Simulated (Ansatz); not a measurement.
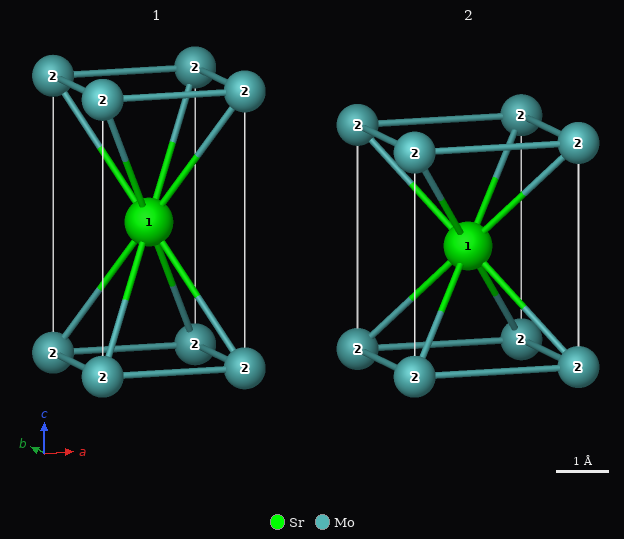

Two geometries of solid SrMo (built on the CuAu (L1_0)_123 type), drawn at one scale. One is the start of a relaxation, the other its converged end. The picture is a ball-and-stick view of the cell of the calculation, seen slightly off an axis.

These are results of DFT PBE, scalar-relativistic, plane waves, PAW in Ansatz 0.2.0, not measurements. Settings: plane-wave cutoff 420 eV; k-point mesh 16 × 16 × 12; occupations gaussian; smearing width 0.1 eV; no spin polarisation; cell and atoms relaxed; force threshold 0.01 eV/Å; at most 80 steps.

### Which one is relaxed?

Structure 1 is the relaxed one. Case: CuAu (L1_0) type (P4/mmm, No. 123). The atoms keep their places relative to the cell (all moves are under 0.005 Å). The volume changes by −7.1 %, with a = b 3.355 → 2.910 Å (−13.3 %), c 4.398 → 5.434 Å (+23.6 %). Among the contacts that change: Mo2–Mo2 3.355 → 2.910 Å, Sr1–Sr1 3.355 → 2.910 Å, Sr1–Mo2 3.235 → 3.408 Å. The space group stays P4/mmm (No. 123). The energy falls by 350 meV per atom in 9 accepted moves (11 points after the start). All forces vanish by symmetry, so only the cell relaxes. Pressure: 1.06 GPa at the start and 0.00 GPa at the end. At 2 points the geometry stayed and the basis and grid were re-selected for the new cell (energy shift of 5.4 meV per atom at most each time). Cost: 2.5 min on 1 thread of Arm Neoverse V2, on a shared host, peak memory 0.5 GiB.
